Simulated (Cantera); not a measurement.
Feed: 1 mol Si, 1.3 mol Br2, 18 mol H2, at 10.0 mbar.

Cantera equilibrium calculation (NASA polynomials, part measured and part estimated; ideal gas, pure solids and liquids). Candidate condensed phases: Br2, Si; 19 gas species. The tables' values for SiBr3, SiBr are old estimates; treat these amounts as uncertain. Kinetics and transport are ignored.

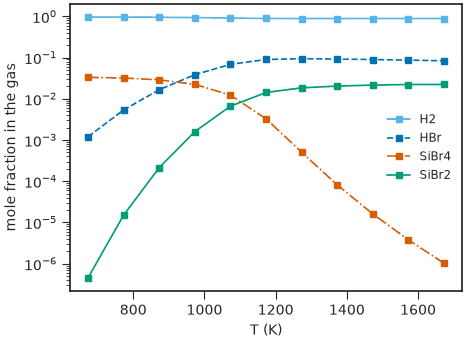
Figure. Equilibrium gas composition (values under 1e-9 drawn at 1e-9)

From 673 K to 1673 K the condensed part is Si(s). The main Si-bearing gas is SiBr4 at 673 K and SiBr2 at 1673 K. The share of Si in condensed phases is highest at 1173 K (63.9 %) and lowest at 673 K (34.7 %).
